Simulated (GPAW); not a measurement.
# Run report: Si2H5O, property calculation

The run: property calculation of Si2H5O, multiplicity 2. Method and program: PBE/real-space grid, UKS, scalar-relativistic datasets (GPAW 26.7.0).

The geometry comes from this level: PBE0-D4/def2-TZVP.

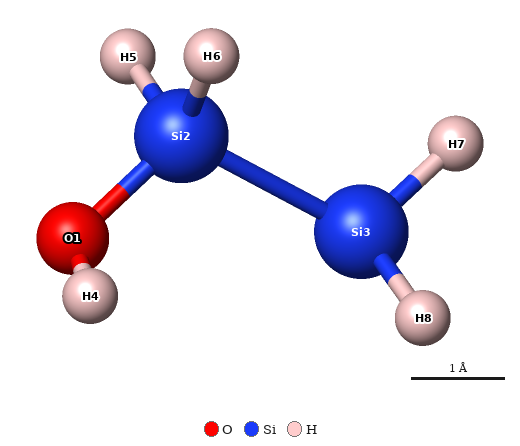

Figure 1. The structure (ball-and-stick view, seen at a tilt; atoms are numbered from 1 in the order of the input).

The input (H5OSi2.py):
```python
import numpy as np
from ase.io import read
from ase.units import Debye
from gpaw import GPAW

molecule = read('H5OSi2.sdf')
molecule.center(vacuum=4.5)
molecule.set_initial_magnetic_moments([0.333333, 0.333333, 0.333333, 0.0, 0.0, 0.0, 0.0, 0.0])

gpaw_calc = GPAW(mode='fd',
                 h=0.18,
                 xc='PBE',
                 occupations={'name': 'fermi-dirac', 'width': 0.0, 'fixmagmom': True},
                 maxiter=150,
                 symmetry='off',
                 txt='-')
molecule.calc = gpaw_calc

energy = molecule.get_potential_energy()
print(f'Energy: {energy:.5f} eV')
forces = molecule.get_forces()
print('Forces (eV/Ang)')
for symbol, f in zip(molecule.symbols, forces):
    print(f'{symbol:2} {f[0]:9.4f} {f[1]:9.4f} {f[2]:9.4f}')
dipole = molecule.get_dipole_moment() / Debye
print(f'Dipole: {np.linalg.norm(dipole):.3f} D')
print('Moments:', molecule.get_magnetic_moments().round(3))
```

File H5OSi2.sdf:
```

     RDKit          3D

  8  7  0  0  0  0  0  0  0  0999 V2000
   -1.1635   -0.0907   -1.5522 O   0  0  0  0  0  0  0  0  0  0  0  0
    0.1588    0.4129   -0.7004 Si  0  0  0  0  0  4  0  0  0  0  0  0
    0.5375   -0.9174    1.1831 Si  0  0  0  0  0  3  0  0  0  0  0  0
   -2.0169   -0.0439   -1.1199 H   0  0  0  0  0  0  0  0  0  0  0  0
    1.3132    0.2881   -1.6227 H   0  0  0  0  0  0  0  0  0  0  0  0
    0.0146    1.8456   -0.3033 H   0  0  0  0  0  0  0  0  0  0  0  0
    1.8224   -0.6331    1.8820 H   0  0  0  0  0  0  0  0  0  0  0  0
   -0.5740   -0.9186    2.1776 H   0  0  0  0  0  0  0  0  0  0  0  0
  2  1  1  0
  3  2  1  0
  4  1  1  0
  5  2  1  0
  6  2  1  0
  7  3  1  0
  8  3  1  0
M  RAD  1   3   2
M  END
$$$$
```

Command:
```bash
python H5OSi2.py
```

Output:
```
__  _  _
 | _ |_)|_||  |
 |__||  | ||/\| - 26.7.0

units:  Angstrom and eV
cores:  1
OpenMP: False

Versions:
  Python: 3.12.14
  ASE:    3.29.0
  Numpy:  2.5.5
  Scipy:  1.18.1
  Libxc:  7.0.0

        _gpaw.cpython-312-aarch64-linux-gnu.so

Input parameters:
  mode=FD(),
  h=0.18,
  maxiter=150,
  occupations=Occupations(name='fermi-dirac', width=0.0, fixmagmom=True),
  symmetry=Symmetry(point_group=False, time_reversal=False),
  xc=XC(name='PBE')

Diagonalizing LCAO Hamiltonian
Converting LCAO to fd mode
        .-------------------------------.
       /|                               |
      / |                               |
     /  |                               |
    /   |                               |
   /    |                               |
  /     |                               |
 *      |                               |
 |      |                               |
 |      |                               |
 |      |         H      H              |
 |      |            Si                 |
 |      |                               |
 |      |            Si                 |
 |      |      H  O     H               |
 |      |                               |
 |      .-------------------------------.
 |     /                               /
 |    /                               /
 |   /                               /
 |  /                               /
 | /                               /
 |/                               /
 *-------------------------------*

Atoms  # Å, Bohr magnetons
|   | symbol |        x |        y |        z |    initial magnetic moments |
|---|--------|----------|----------|----------|-----------------------------|
| 0 |      O | 5.353400 | 5.327900 | 4.570500 | ( 0.0000,  0.0000,  0.3333) |
| 1 |     Si | 6.675700 | 5.831500 | 5.422300 | ( 0.0000,  0.0000,  0.3333) |
| 2 |     Si | 7.054400 | 4.501200 | 7.305800 | ( 0.0000,  0.0000,  0.3333) |
| 3 |      H | 4.500000 | 5.374700 | 5.002800 | ( 0.0000,  0.0000,  0.0000) |
| 4 |      H | 7.830100 | 5.706700 | 4.500000 | ( 0.0000,  0.0000,  0.0000) |
| 5 |      H | 6.531500 | 7.264200 | 5.819400 | ( 0.0000,  0.0000,  0.0000) |
| 6 |      H | 8.339300 | 4.785500 | 8.004700 | ( 0.0000,  0.0000,  0.0000) |
| 7 |      H | 5.942900 | 4.500000 | 8.300300 | ( 0.0000,  0.0000,  0.0000) |

Unit cell  # Å
| periodic |         x |         y |         z |   lengths |    angles |
|----------|-----------|-----------|-----------|-----------|-----------|
|       no | 12.839300 |  0.000000 |  0.000000 | 12.839300 | 90.000000 |
|       no |  0.000000 | 11.764200 |  0.000000 | 11.764200 | 90.000000 |
|       no |  0.000000 |  0.000000 | 12.800300 | 12.800300 | 90.000000 |

Number of symmetries: 1
Symmetry operations  # r_c * U_cc + t_c -> r_c
|   | kind |            matrix            |
|---|------|------------------------------|
| 0 |  E   |  1, 0, 0,  0, 1, 0,  0, 0, 1 |

BZ-sampling:
  Number of BZ points: 1
  Number of IBZ points: 1

  Monkhorst-Pack size: [1, 1, 1]
  Monkhorst-Pack shift: [0, 0, 0]

K-points  # in reciprocal-cell coordinates
|   |                                coordinates |     weight |
|---|--------------------------------------------|------------|
| 0 | (  0.00000000,   0.00000000,   0.00000000) | 1.00000000 |

Uniform wave function grid shape: (np.int64(71), np.int64(63), np.int64(71))
Spin-components: 2 (collinear spins)
Bands:           16
Projectors:      30
Spin-degeneracy: 1
Datatype:        float64

  Storage: CPU
  Wave functions: 81_301_248 bytes (81_301_248 per core)

Parallelization:
  kpt:    1
  domain: 1
  band:   1

Density:
  Valence electrons: 19.0
  Components: 2
  Grid points: [72 64 72]
  Charge: 0.0  # |e|

Potential:
  Grid points: [72 64 72]

species:
  O:
    name:    Oxygen
    Z:       8.0
    valence: 6
    core:    2
    charge:  0.0  # [|e|]
    file:    O.PBE.gz
    compensation charges:
      type: gauss
      rc: 0.21  # [Å]
      lmax: 2
    cutoffs:
      filter: 1.17  # [Å]
      core: 0.83  # [Å]
    projectors
    | kind |    occ | energy [eV] | rcut [Å] |
    |------|--------|-------------|----------|
    |   2s |  2.000 |     -23.961 |    0.688 |
    |   2p |  4.000 |      -9.029 |    0.598 |
    |    s |        |       3.251 |    0.688 |
    |    p |        |      18.182 |    0.598 |
    |    d |        |       0.000 |    0.619 |

    Using partial waves for O as LCAO basis

  Si:
    name:    Silicon
    Z:       14.0
    valence: 4
    core:    10
    charge:  0.0  # [|e|]
    file:    Si.PBE.gz
    compensation charges:
      type: gauss
      rc: 0.33  # [Å]
      lmax: 2
    cutoffs:
      filter: 1.86  # [Å]
      core: 2.06  # [Å]
    projectors
    | kind |    occ | energy [eV] | rcut [Å] |
    |------|--------|-------------|----------|
    |   3s |  2.000 |     -10.812 |    1.058 |
    |   3p |  2.000 |      -4.081 |    1.058 |
    |    s |        |      16.399 |    1.058 |
    |    p |        |      23.130 |    1.058 |
    |    d |        |       0.000 |    1.058 |

    Using partial waves for Si as LCAO basis

  H:
    name:    Hydrogen
    Z:       1.0
    valence: 1
    core:    0
    charge:  0.0  # [|e|]
    file:    H.PBE.gz
    compensation charges:
      type: gauss
      rc: 0.15  # [Å]
      lmax: 2
    cutoffs:
      filter: 0.85  # [Å]
      core: 0.53  # [Å]
    projectors
    | kind |    occ | energy [eV] | rcut [Å] |
    |------|--------|-------------|----------|
    |   1s |  1.000 |      -6.494 |    0.476 |
    |    s |        |      20.717 |    0.476 |
    |    p |        |       0.000 |    0.476 |

    Using partial waves for H as LCAO basis

Reference energy: -17875.991613  # eV

eigensolver:
  PPCG
  Converge bands: occupied
  niter=2

density mixing:
  MSR1-Mixer
  Pratt-step length: 0.05
  Maximum mixing coefficient: 0.75
  Old densities: 10
  SVD Regularization: 0.005
  Good broyden scale: 1.0
  Trust region scale: 1.0
  Backstep threshold: 4.0
  History deletion threshold: 6.0
  Fourier metric: weight=20.0, sigma=0.015

occupation numbers:
  Fixed magnetic moment: 1.000
  # Zero width

FastPoissonSolver using
    Stencil: 6*3+1=19 point O(h^6) finite-difference Laplacian
    FFT axes: []
    FST axes: [np.int64(1), np.int64(0), np.int64(2)]

xc functional:
  name: PBE with 2 nearest neighbor stencil
interpolation: tri-quintic # 5. degree polynomial

Initialization done in: 3.140 s

convergence criteria:
- Maximum [total energy] change in last 3 cyles: 0.0005 eV / valence electron
- Maximum integral of absolute [dens]ity change: 0.0001 electrons / valence electron
- Maximum integral of absolute [eigenst]ate change: 4e-08 eV^2 / valence electron
maximum number of iterations: 150

SCF iterations
|iter     |     time |      energy | eigst |  dens |  magmom |
|---------|----------|-------------|-------|-------|---------|
|iter:   1| 00:00:05 |  -36.599681 | +1.14 |       |  +0.9934|
|iter:   2| 00:00:09 |  -36.151444 | +0.05 | -0.50 |  +0.9938|
|iter:   3| 00:00:12 |  -34.083824 | +0.40 | -0.54 |  +0.9976|
|iter:   4| 00:00:15 |  -34.109815 | -0.27 | -1.05 |  +0.9991|
|iter:   5| 00:00:19 |  -34.124684 | -1.09 | -1.50 |  +0.9997|
|iter:   6| 00:00:22 |  -34.129205 | -1.74 | -1.85 |  +0.9999|
|iter:   7| 00:00:26 |  -34.129801c| -2.74 | -2.37 |  +1.0000|
|iter:   8| 00:00:29 |  -34.129865c| -3.31 | -2.89 |  +1.0000|
|iter:   9| 00:00:33 |  -34.129882c| -4.08 | -3.24 |  +1.0000|
|iter:  10| 00:00:36 |  -34.129886c| -4.55 | -3.59 |  +1.0000|
|iter:  11| 00:00:40 |  -34.129887c| -5.39 | -4.15c|  +1.0000|
|iter:  12| 00:00:43 |  -34.129887c| -5.83 | -4.41c|  +1.0000|
|iter:  13| 00:00:47 |  -34.129887c| -6.65 | -4.91c|  +1.0000|
|iter:  14| 00:00:50 |  -34.129887c| -7.25 | -5.25c|  +1.0000|
|iter:  15| 00:00:53 |  -34.129887c| -7.67c| -5.64c|  +1.0000|

Converged in 15 steps
SCF loop duration: 49.703 s (3.314 s/step)
Energy contributions relative to reference atoms: (reference = -17875.991613)

Energy contributions:
  Kinetic:          41.710652
  Coulomb:         -43.777810
  Zero:              0.436956
  External:          0.000000
  Xc:              -32.499684
  Entropy:           0.000000
  Spinorbit:         0.000000
  ----------------------------
  Free energy:     -34.129887
  Extrapolated:    -34.129887

dipole moment: (-0.181371, 0.066846, 0.141165)  # |e|*Ang

Total magnetic moment: (0.000000, 0.000000, 0.999999)

Local magnetic moments
|        x |        y |         z |
|----------|----------|-----------|
| 0.000000 | 0.000000 | -0.002663 |  # O    0
| 0.000000 | 0.000000 |  0.013153 |  # Si   1
| 0.000000 | 0.000000 |  0.284039 |  # Si   2
| 0.000000 | 0.000000 |  0.000052 |  # H    3
| 0.000000 | 0.000000 | -0.000860 |  # H    4
| 0.000000 | 0.000000 |  0.012029 |  # H    5
| 0.000000 | 0.000000 | -0.000840 |  # H    6
| 0.000000 | 0.000000 |  0.000471 |  # H    7

Fermi levels: -5.161, -3.587
Eigenvalues  # (at kpt = [0.000, 0.000, 0.000])
| band index |      eig [eV] | occ [0-1] |      eig [eV] | occ [0-1] |
|------------|---------------|-----------|---------------|-----------|
|          0 |       -25.302 |     1.000 |       -25.307 |     1.000 |
|          1 |       -14.413 |     1.000 |       -14.333 |     1.000 |
|          2 |       -13.077 |     1.000 |       -12.717 |     1.000 |
|          3 |       -11.267 |     1.000 |       -11.147 |     1.000 |
|          4 |        -9.472 |     1.000 |        -9.460 |     1.000 |
|          5 |        -9.054 |     1.000 |        -9.007 |     1.000 |
|          6 |        -8.640 |     1.000 |        -8.513 |     1.000 |
|          7 |        -7.888 |     1.000 |        -7.829 |     1.000 |
|          8 |        -6.983 |     1.000 |        -6.820 |     1.000 |
|          9 |        -5.161 |     1.000 |        -3.587 |     0.000 |
|         10 |        -1.569 |     0.000 |        -1.472 |     0.000 |
|         11 |        -0.552 |     0.000 |        -0.363 |     0.000 |
|         12 |        -0.410 |     0.000 |        -0.197 |     0.000 |
|         13 |         0.014 |     0.000 |         0.211 |     0.000 |
|         14 |         0.153 |     0.000 |         0.341 |     0.000 |
|         15 |         0.254 |     0.000 |         0.633 |     0.000 |

Gap: 1.659 eV
Transition (v -> c):
  (s=1, k=0, n=8, [0.00, 0.00, 0.00]) -> (s=0, k=0, n=9, [0.00, 0.00, 0.00])
No difference between direct/indirect transitions
vacuum-level: 0.000  # V
Energy: -34.12989 eV

Forces  # eV/Ang
|        x |        y |        z |
|----------|----------|----------|
| -0.09465 | -0.24482 | -0.66100 |  # O    0
|  0.44894 |  0.10481 |  0.39778 |  # Si   1
|  0.00603 | -0.08954 | -0.12114 |  # Si   2
| -0.50229 |  0.02510 |  0.23667 |  # H    3
|  0.13448 | -0.01013 | -0.13000 |  # H    4
| -0.00931 |  0.19409 |  0.04533 |  # H    5
|  0.15907 |  0.03476 |  0.09740 |  # H    6
| -0.13428 | -0.00362 |  0.13273 |  # H    7

Force computation time: 0.147  # s
Forces (eV/Ang)
O    -0.0947   -0.2448   -0.6610
Si    0.4489    0.1048    0.3978
Si    0.0060   -0.0895   -0.1211
H    -0.5023    0.0251    0.2367
H     0.1345   -0.0101   -0.1300
H    -0.0093    0.1941    0.0453
H     0.1591    0.0348    0.0974
H    -0.1343   -0.0036    0.1327
Dipole: 1.150 D
Moments: [-0.003  0.013  0.284  0.    -0.001  0.012 -0.001  0.   ]
```

Summary:

- outcome: converged
- energy relative to the program's reference atoms: −34.1299 eV
- largest force: 0.711 eV/Å
- dipole moment: 1.15 D
- hardware: 1 thread of Arm Neoverse V1, 112 GiB of memory available, shared host
- wall time: 54 s
- peak memory: 1.1 GiB
